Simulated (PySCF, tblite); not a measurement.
# C5H14O2SSi: geometry, infrared bands and NMR shifts

What infrared bands and NMR shifts should C5H14O2SSi (`CC[C@@](CO)(CS)O[SiH3]`) show?

Computed with tblite 0.8.0 and PySCF 2.14.0, with density-fitted response routines of our own, on a single molecule in the gas phase. Atoms are numbered from 0 throughout.

## Step 1: The starting structure

23 atoms, charge 0, multiplicity 1; geometry from: force field or distance geometry start.

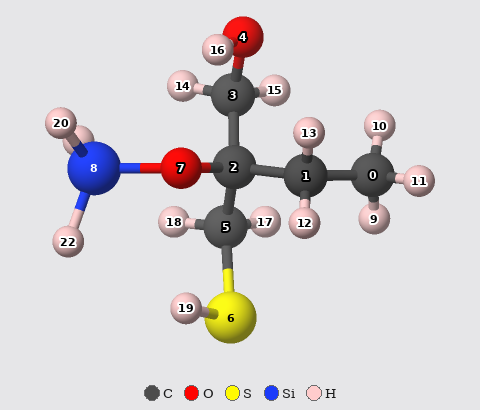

As it starts; carbon dark grey, oxygen red, sulfur yellow, silicon blue, hydrogen pink, atoms numbered.

## Step 2: Relaxing the molecule with GFN2-xTB

The job: settings as JSON, then the geometry in Å.

```
{"job": {"kind": "relax", "xc": "GFN2-xTB", "basis": "xTB"}, "charge": 0, "multiplicity": 1}
C     -2.484500    -0.684000     0.325400
C     -1.451900     0.429500     0.291400
C      0.032400    -0.025600     0.031700
C      0.503100    -0.956500     1.164700
O      0.380100    -0.347000     2.460400
C      0.161500    -0.779400    -1.328900
S     -0.434600     0.119000    -2.805100
O      0.773300     1.230000     0.087100
Si     2.391800     1.405000    -0.254100
H     -2.553200    -1.212800    -0.623400
H     -2.297800    -1.409200     1.117400
H     -3.484900    -0.252800     0.520600
H     -1.752400     1.180100    -0.427800
H     -1.486800     0.963700     1.254200
H      1.551900    -1.232200     1.053600
H     -0.071400    -1.895200     1.206300
H      0.615800     0.598200     2.341500
H     -0.371900    -1.738100    -1.287800
H      1.214100    -1.024000    -1.515400
H      0.193000     1.278300    -2.541200
H      2.970000     2.385200     0.700700
H      3.064500     0.100700    -0.124300
H      2.533300     1.893900    -1.636900
```

On the command line:

```bash
OMP_NUM_THREADS=1 python probes_run.py task.json out
```

This one command runs all jobs of the session in turn.

The log of the run:

```text
step      E/eV     max force
  0    -843.52797    1.526
  1    -843.63043    1.006
  2    -843.68486    0.434
  3    -843.71693    0.510
  4    -843.74041    0.305
  5    -843.75376    0.316
  6    -843.76906    0.328
  7    -843.78145    0.367
  8    -843.78943    0.204
  9    -843.79400    0.140
 10    -843.79812    0.150
 11    -843.80292    0.239
 12    -843.80774    0.221
 13    -843.81133    0.134
 14    -843.81369    0.109
 15    -843.81553    0.089
 16    -843.81708    0.079
 17    -843.81820    0.066
 18    -843.81898    0.065
 19    -843.81970    0.060
 20    -843.82054    0.071
 21    -843.82150    0.070
 22    -843.82253    0.085
 23    -843.82362    0.076
 24    -843.82486    0.085
 25    -843.82619    0.095
 26    -843.82748    0.076
 27    -843.82872    0.088
 28    -843.83003    0.118
 29    -843.83138    0.106
 30    -843.83250    0.061
 31    -843.83322    0.054
 32    -843.83377    0.053
 33    -843.83444    0.071
 34    -843.83524    0.070
 35    -843.83598    0.069
 36    -843.83650    0.044
 37    -843.83691    0.045
 38    -843.83737    0.047
 39    -843.83794    0.054
 40    -843.83852    0.059
 41    -843.83903    0.049
 42    -843.83948    0.044
 43    -843.83986    0.041
 44    -843.84017    0.038
 45    -843.84044    0.036
 46    -843.84073    0.042
 47    -843.84105    0.047
 48    -843.84138    0.050
 49    -843.84168    0.045
 50    -843.84199    0.054
 51    -843.84232    0.052
 52    -843.84267    0.047
 53    -843.84302    0.045
 54    -843.84339    0.044
 55    -843.84385    0.060
 56    -843.84444    0.064
 57    -843.84517    0.070
 58    -843.84603    0.075
 59    -843.84706    0.071
 60    -843.84820    0.083
 61    -843.84918    0.063
 62    -843.84979    0.050
 63    -843.85015    0.047
 64    -843.85046    0.048
 65    -843.85074    0.063
 66    -843.85107    0.040
 67    -843.85145    0.034
 68    -843.85169    0.044
 69    -843.85213    0.061
 70    -843.85261    0.055
 71    -843.85306    0.048
 72    -843.85343    0.041
 73    -843.85386    0.051
 74    -843.85442    0.065
 75    -843.85502    0.059
 76    -843.85551    0.041
 77    -843.85588    0.040
 78    -843.85622    0.060
 79    -843.85660    0.054
 80    -843.85704    0.036
 81    -843.85731    0.036
 82    -843.85763    0.043
 83    -843.85812    0.060
 84    -843.85870    0.056
 85    -843.85922    0.052
 86    -843.85965    0.048
 87    -843.86009    0.044
 88    -843.86058    0.054
 89    -843.86101    0.044
 90    -843.86135    0.056
 91    -843.86176    0.046
 92    -843.86239    0.060
 93    -843.86306    0.058
 94    -843.86360    0.036
 95    -843.86387    0.033
 96    -843.86410    0.028
 97    -843.86429    0.032
 98    -843.86442    0.022
 99    -843.86451    0.022
100    -843.86459    0.020
101    -843.86472    0.019
102    -843.86484    0.020
103    -843.86496    0.023
104    -843.86506    0.020
105    -843.86516    0.017
106    -843.86526    0.016
107    -843.86532    0.015
108    -843.86537    0.016
109    -843.86542    0.013
110    -843.86551    0.017
111    -843.86560    0.024
112    -843.86568    0.026
113    -843.86576    0.025
114    -843.86584    0.024
115    -843.86596    0.028
116    -843.86610    0.028
117    -843.86620    0.019
118    -843.86626    0.016
119    -843.86631    0.016
120    -843.86637    0.016
121    -843.86642    0.014
122    -843.86647    0.013
123    -843.86650    0.014
124    -843.86656    0.017
125    -843.86663    0.021
126    -843.86673    0.019
127    -843.86684    0.020
128    -843.86693    0.020
129    -843.86703    0.026
130    -843.86715    0.026
131    -843.86727    0.020
132    -843.86737    0.017
133    -843.86743    0.020
134    -843.86749    0.016
135    -843.86755    0.016
136    -843.86764    0.018
137    -843.86771    0.021
138    -843.86779    0.021
139    -843.86785    0.018
140    -843.86791    0.016
141    -843.86797    0.018
142    -843.86803    0.017
143    -843.86809    0.018
144    -843.86814    0.013
145    -843.86819    0.013
146    -843.86823    0.016
147    -843.86826    0.014
148    -843.86829    0.010
```

It took 2.4 s on 1 thread of Arm Neoverse N1, shared host; peak memory 0.18 GiB.

Step by step: (not every step is listed)

| step | energy from step 0 (eV) | largest force (eV/Å) |
| --- | --- | --- |
| 0 | 0.0000 | 1.5258 |
| 1 | -0.1025 | 1.0055 |
| 2 | -0.1569 | 0.4341 |
| 3 | -0.1890 | 0.5098 |
| 4 | -0.2124 | 0.3050 |
| 5 | -0.2258 | 0.3163 |
| 6 | -0.2411 | 0.3282 |
| 7 | -0.2535 | 0.3670 |
| 8 | -0.2615 | 0.2040 |
| 21 | -0.2935 | 0.0698 |
| 34 | -0.3073 | 0.0701 |
| 47 | -0.3131 | 0.0469 |
| 60 | -0.3202 | 0.0828 |
| 73 | -0.3259 | 0.0505 |
| 86 | -0.3317 | 0.0479 |
| 99 | -0.3365 | 0.0216 |
| 112 | -0.3377 | 0.0259 |
| 125 | -0.3387 | 0.0208 |
| 138 | -0.3398 | 0.0214 |
| 143 | -0.3401 | 0.0181 |
| 144 | -0.3402 | 0.0130 |
| 145 | -0.3402 | 0.0134 |
| 146 | -0.3403 | 0.0157 |
| 147 | -0.3403 | 0.0137 |
| 148 | -0.3403 | 0.0099 |

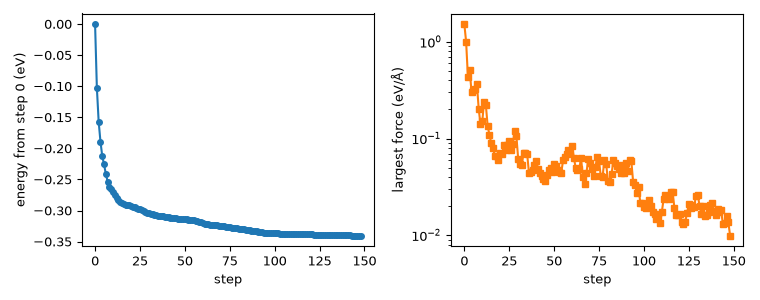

Energy and force, step by step.

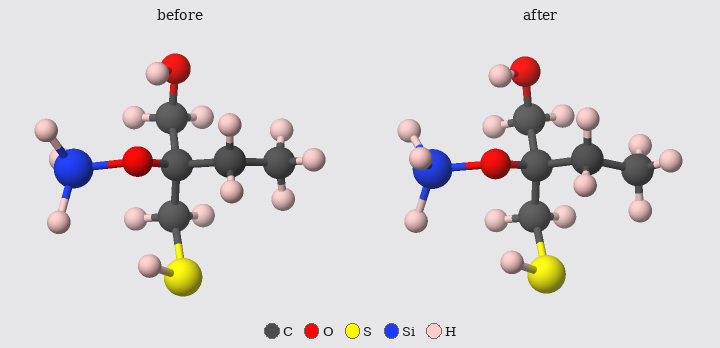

The geometry before (left) and after (right).

Close pairs (by a distance rule), those that changed most:

| bond | before (Å) | after (Å) | change (Å) |
| --- | --- | --- | --- |
| C2–O7 | 1.459 | 1.408 | -0.051 |
| O7–Si8 | 1.663 | 1.620 | -0.044 |
| C3–O4 | 1.437 | 1.397 | -0.040 |
| C1–C2 | 1.574 | 1.539 | -0.035 |
| C2–C5 | 1.561 | 1.528 | -0.033 |
| Si8–H20 | 1.486 | 1.453 | -0.032 |
| C0–H11 | 1.107 | 1.087 | -0.020 |
| O4–H16 | 0.981 | 0.966 | -0.015 |

The final coordinates are the input of the step that follows.

## Step 3: Harmonic vibrations with GFN2-xTB

The job: settings as JSON, then the geometry in Å.

```
{"job": {"kind": "ir", "xc": "GFN2-xTB", "basis": "xTB"}, "charge": 0, "multiplicity": 1}
C     -2.519585    -0.621988     0.186800
C     -1.424336     0.417288     0.385809
C      0.000731    -0.060846     0.056269
C      0.528351    -1.004242     1.158426
O      0.599478    -0.367720     2.400196
C      0.099384    -0.779527    -1.288475
S     -0.579784     0.185390    -2.675073
O      0.807912     1.092950     0.054177
Si     2.375537     1.387691    -0.227268
H     -2.630121    -0.881247    -0.862867
H     -2.316800    -1.525444     0.756366
H     -3.464713    -0.210384     0.531427
H     -1.633902     1.288402    -0.238246
H     -1.416242     0.746511     1.427085
H      1.519143    -1.375136     0.852223
H     -0.140201    -1.856637     1.283857
H      1.037899     0.484113     2.274822
H     -0.465542    -1.708830    -1.270167
H      1.144738    -1.001705    -1.509060
H      0.086993     1.303517    -2.398989
H      2.375149     2.805515     0.090947
H      3.262944     0.604737     0.638590
H      2.748215     1.104575    -1.616771
```

The log of the run:

```text
mode    cm-1     km/mol
  1      54.3      1.43
  2      84.6      1.29
  3      88.6      0.98
  4     110.8      2.35
  5     117.3      0.86
  6     168.9      5.17
  7     180.1      0.95
  8     208.3     26.19
  9     233.9      3.93
 10     253.8      4.16
 11     283.7      2.98
 12     312.6     29.71
 13     337.2      6.10
 14     368.4      2.46
 15     395.1     74.83
 16     460.8      2.85
 17     575.2      6.57
 18     630.8     33.60
 19     631.8     85.26
 20     704.9     81.96
 21     752.7    203.18
 22     759.1     32.32
 23     783.3      6.63
 24     811.4    221.98
 25     814.7     16.21
 26     834.9     21.07
 27     854.2    351.96
 28     932.1      6.60
 29     980.6     20.60
 30    1007.0     23.60
 31    1025.6     13.19
 32    1088.5    137.68
 33    1102.9     97.35
 34    1108.8     25.55
 35    1139.8     21.26
 36    1159.2     20.64
 37    1182.7     84.58
 38    1221.6     17.09
 39    1240.9      3.50
 40    1271.3      0.53
 41    1316.0     44.62
 42    1340.5     37.52
 43    1345.1     32.41
 44    1414.9      5.29
 45    1436.1      4.01
 46    1473.1      2.56
 47    1479.0      3.35
 48    1498.6      1.34
 49    1510.5      4.17
 50    2212.8    396.99
 51    2243.6    176.59
 52    2353.6    251.15
 53    2440.8     94.89
 54    2860.5     74.89
 55    2968.7     26.14
 56    2980.1     20.98
 57    2992.2     14.78
 58    3003.6     16.12
 59    3028.3      7.23
 60    3040.1     33.71
 61    3044.4     37.42
 62    3050.1     20.55
 63    3502.3     19.92
```

Wall time 2 s (1 thread of Arm Neoverse N1, shared host); peak memory 0.18 GiB.

The strongest bands and the atoms that carry them (share of the mass-weighted mode):

| cm⁻¹ | km/mol | atoms |
| --- | --- | --- |
| 753 | 203.2 | H20 55 %, H21 19 %, H22 16 % |
| 811 | 222.0 | H22 36 %, H21 33 %, H20 22 % |
| 854 | 352.0 | H21 33 %, H22 33 %, H20 13 %, Si8 11 % |
| 1088 | 137.7 | O4 22 %, C3 19 %, H15 18 %, O7 18 % |
| 1103 | 97.3 | H18 25 %, C3 16 %, O4 13 %, H17 11 % |
| 2213 | 397.0 | H21 50 %, H22 46 % |
| 2244 | 176.6 | H22 51 %, H21 47 % |
| 2354 | 251.2 | H20 97 % |

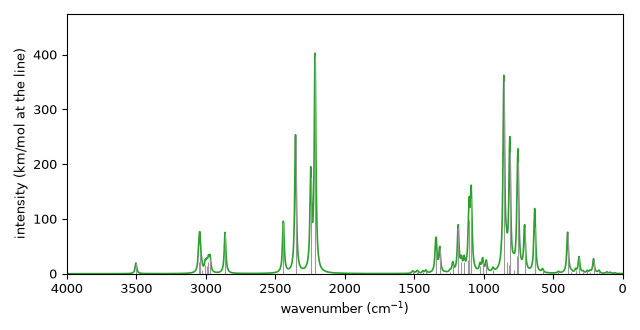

The infrared spectrum from these modes, unscaled. Lines are broadened to a width of 14 cm⁻¹ (Lorentzian).

## Step 4: NMR shieldings: PBE0/pcSseg-1

The job, as its differences from that of step 3:

```diff
@@ -1,2 +1,2 @@
-{"job": {"kind": "ir", "xc": "GFN2-xTB", "basis": "xTB"}, "charge": 0, "multiplicity": 1}
+{"job": {"kind": "nmr", "xc": "PBE0", "basis": "pcSseg-1"}, "charge": 0, "multiplicity": 1}
 C     -2.519585    -0.621988     0.186800
```

Level: GIAO PBE0/pcSseg-1 NMR shielding, non-relativistic, gas phase.

The log of the run:

```text
coarse grid: 19536 points
cycle   1  E = -1036.1444645850  dE =  1.028e+00  |g| = 8.908e-01  |ddm| = 4.223e+00
cycle   2  E = -1035.9755535360  dE =  1.689e-01  |g| = 1.318e+00  |ddm| = 1.902e+00
cycle   3  E = -1036.2897872722  dE = -3.142e-01  |g| = 1.254e-01  |ddm| = 1.294e+00
cycle   4  E = -1036.2923890602  dE = -2.602e-03  |g| = 5.723e-02  |ddm| = 1.602e-01
cycle   5  E = -1036.2930408566  dE = -6.518e-04  |g| = 1.337e-02  |ddm| = 5.855e-02
cycle   6  E = -1036.2930699570  dE = -2.910e-05  |g| = 4.555e-03  |ddm| = 1.514e-02
cycle   7  E = -1036.2930738607  dE = -3.904e-06  |g| = 8.088e-04  |ddm| = 4.488e-03
final grid: 177336 points
cycle   8  E = -1036.3713400874  dE = -8.204e-05  |g| = 1.343e-02  |ddm| = 5.739e-02
cycle   9  E = -1036.3713024250  dE =  3.766e-05  |g| = 1.919e-02  |ddm| = 2.736e-02
cycle  10  E = -1036.3713771512  dE = -7.473e-05  |g| = 1.542e-03  |ddm| = 1.733e-02
cycle  11  E = -1036.3713776279  dE = -4.767e-07  |g| = 3.811e-04  |ddm| = 1.844e-03
cycle  12  E = -1036.3713776565  dE = -2.864e-08  |g| = 1.264e-04  |ddm| = 5.004e-04
cycle  13  E = -1036.3713776594  dE = -2.834e-09  |g| = 5.111e-05  |ddm| = 1.784e-04
cycle  14  E = -1036.3713776599  dE = -5.275e-10  |g| = 7.224e-06  |ddm| = 5.017e-05
converged SCF energy = -1036.3713776599

GIAO shielding tensors (ppm)
atom      isotropic    diamagn.    paramagn.     s11        s22        s33       span
  0 C      176.555     248.597     -72.042    167.690    173.021    188.954     21.264
  1 C      157.851     247.625     -89.774    134.830    157.537    181.187     46.358
  2 C      106.630     246.117    -139.486     92.090     95.682    132.119     40.029
  3 C      120.216     246.987    -126.770     89.801    110.853    159.995     70.194
  4 O      314.054     390.154     -76.099    291.312    298.120    352.731     61.418
  5 C      152.767     251.654     -98.887    127.470    156.042    174.789     47.319
  6 S      651.689    1056.558    -404.869    530.503    587.668    836.897    306.394
  7 O      302.728     401.345     -98.618    285.925    292.214    330.044     44.119
  8 Si     400.441     882.018    -481.578    360.636    365.713    474.973    114.337
  9 H       30.687      30.775      -0.088     24.589     31.864     35.608     11.018
 10 H       31.204      31.223      -0.019     26.017     29.998     37.597     11.580
 11 H       30.700      27.974       2.726     25.551     27.255     39.294     13.743
 12 H       29.869      32.487      -2.618     26.442     29.668     33.497      7.054
 13 H       29.618      32.437      -2.819     24.729     30.180     33.945      9.216
 14 H       28.126      32.831      -4.705     23.822     28.920     31.635      7.813
 15 H       28.046      31.962      -3.916     24.407     28.336     31.394      6.988
 16 H       30.573      34.514      -3.941     20.184     30.845     40.690     20.506
 17 H       29.694      32.792      -3.098     25.738     28.393     34.950      9.212
 18 H       29.083      33.338      -4.255     23.309     29.098     34.842     11.533
 19 H       29.891      31.995      -2.105     21.380     30.070     38.222     16.841
 20 H       26.909      30.295      -3.387     22.809     24.559     33.358     10.549
 21 H       26.760      30.546      -3.786     22.481     25.138     32.662     10.181
 22 H       26.787      30.570      -3.784     22.303     25.969     32.087      9.784
```

Run time: 1.9 min. Hardware: 1 thread of Arm Neoverse N1, shared host; peak memory 1.1 GiB.

The references, computed at this level on geometries of the same kind, shield at (ppm): ¹H TMS 31.72, ¹³C TMS 186.9, ²⁹Si TMS 349.2, ¹⁷O H2O 336.1, ³³S CS2 504. Their shielding less the atom's gives the shift. The references are single molecules in the gas phase, so shifts against H2O, NH3, PH3, H3PO4 or CFCl3 are not on the usual liquid scales and can be off by tens of ppm. Atoms listed in one row are averaged.

| atoms | environment | σ (ppm) | δ (ppm) | δ scaled to CDCl3 |
| --- | --- | --- | --- | --- |
| C2 | fully substituted sp3 carbon bonded to O | 106.6 | 80.3 | 76.5 |
| C3 | sp3 CH2 bonded to O | 120.2 | 66.7 | 63.2 |
| C5 | sp3 CH2 bonded to S | 152.8 | 34.2 | 27.0 |
| C1 | sp3 CH2 | 157.9 | 29.1 | 26.5 |
| C0 | methyl carbon | 176.6 | 10.4 | 8.2 |
| H20, H21, H22 | hydrogen on a silicon bonded to O | 26.82 | 4.90 | – |
| H15 | hydrogen on an sp3 CH2 bonded to O | 28.05 | 3.67 | 3.57 |
| H14 | hydrogen on an sp3 CH2 bonded to O | 28.13 | 3.59 | 3.49 |
| H18 | hydrogen on an sp3 CH2 bonded to S | 29.08 | 2.63 | 2.59 |
| H13 | hydrogen on an sp3 CH2 | 29.62 | 2.10 | 2.08 |
| H17 | hydrogen on an sp3 CH2 bonded to S | 29.69 | 2.02 | 2.01 |
| H12 | hydrogen on an sp3 CH2 | 29.87 | 1.85 | 1.85 |
| H19 | hydrogen on a thiol sulfur | 29.89 | 1.83 | – |
| H16 | hydrogen on an alcohol oxygen | 30.57 | 1.14 | – |
| H9, H10, H11 | hydrogen on a methyl carbon | 30.86 | 0.85 | 0.91 |
| O7 | oxygen bonded to C, Si | 302.7 | 33.4 | – |
| O4 | alcohol oxygen | 314.1 | 22.0 | – |
| S6 | thiol sulfur | 652 | -148 | – |
| Si8 | silicon bonded to O, 3 H | 400.4 | -51.3 | – |

The scaled column applies a straight-line fit of computed shieldings to shifts measured in CDCl3, with any fitted terms for Cl, Br or S neighbours (root-mean-square error 0.16 ppm for H, 1.9 ppm for C).

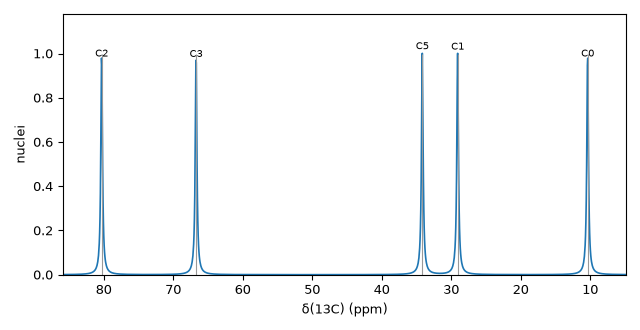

¹³C lines at the computed shifts, without couplings. Lines are broadened to a width of 0.28 ppm (Lorentzian).

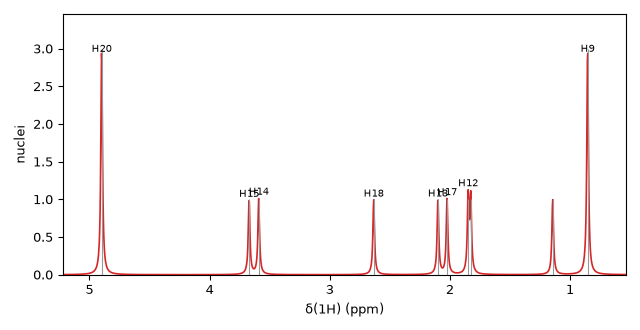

¹H lines at the computed shifts, without couplings. Lines are broadened to a width of 0.02 ppm (Lorentzian).

The run also stored atomic charges by several schemes (e):

| atoms | Mulliken | IAO | Hirshfeld | ESP fit |
| --- | --- | --- | --- | --- |
| C0 | -0.28 | -0.42 | -0.12 | -0.60 |
| C1 | -0.14 | -0.26 | -0.09 | 0.36 |
| C2 | -0.19 | 0.21 | 0.08 | 0.01 |
| C3 | 0.19 | -0.06 | -0.01 | 0.06 |
| O4 | -0.44 | -0.54 | -0.22 | -0.55 |
| C5 | -0.26 | -0.35 | -0.08 | -0.39 |
| S6 | -0.11 | -0.07 | -0.04 | -0.29 |
| O7 | -0.64 | -0.65 | -0.20 | -0.47 |
| Si8 | 0.64 | 0.84 | 0.37 | 0.61 |

IAO charges:

C0 -0.42; C1 -0.26; C2 0.21; C3 -0.06; O4 -0.54; C5 -0.35; S6 -0.07; O7 -0.65; Si8 0.84; H9 0.14; H10 0.13; H11 0.15; H12 0.15; H13 0.15; H14 0.11; H15 0.15; H16 0.35; H17 0.16; H18 0.15; H19 0.09; H20 -0.12; H21 -0.15; H22 -0.15

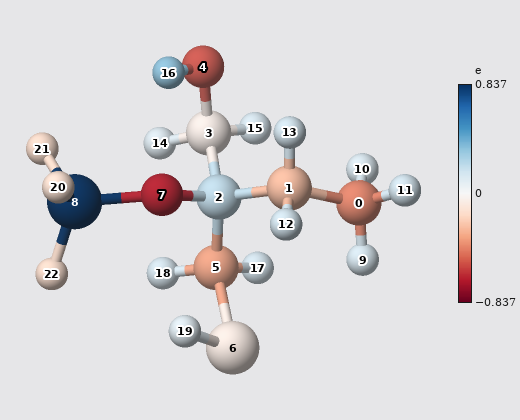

IAO charges, as colours on the atoms.

Mayer bond orders: C0–C1 1.06, C1–C2 0.98, C2–C3 0.97, C3–O4 0.96, C2–C5 0.98, C5–S6 1.04, C2–O7 0.81, O7–Si8 0.94.

## Step 5: Outcome

| quantity | value |
| --- | --- |
| strongest single infrared mode (GFN2-xTB) | 2213 cm⁻¹, 397 km/mol |
| zero-point energy (GFN2-xTB) | 112.7 kcal/mol |
| ¹³C shifts against TMS (PBE0/pcSseg-1) | 80.3, 66.7, 34.2, 29.1, 10.4 ppm |
| ¹H shifts against TMS (PBE0/pcSseg-1, means over atoms taken as alike) | 4.90, 3.67, 3.59, 2.63, 2.10, 2.02, 1.85, 1.83, 1.14, 0.85 ppm |
| ¹⁷O shifts against H2O (PBE0/pcSseg-1) | 33.4, 22.0 ppm |
| ³³S shifts against CS2 (PBE0/pcSseg-1) | -148 ppm |
| ²⁹Si shifts against TMS (PBE0/pcSseg-1) | -51.3 ppm |

What this shows: Over 148 steps the energy fell by 0.340 eV; of the close pairs, C2–O7 changed most, 1.459 to 1.408 Å. All 63 modes are real, so the xTB geometry is a minimum. The strongest single mode, at 2213 cm⁻¹, moves mainly H21 and H22. Unscaled tight-binding wavenumbers are off by several per cent, some by more. Its intensities can rank the bands wrongly. The most deshielded carbon is C2 (fully substituted sp3 carbon bonded to O), at 80.3 ppm: deshielded by the electronegative neighbour. At PBE0/pcSseg-1: Shielding is most anisotropic at S6 (span 306 ppm, paramagnetic term -405 ppm).
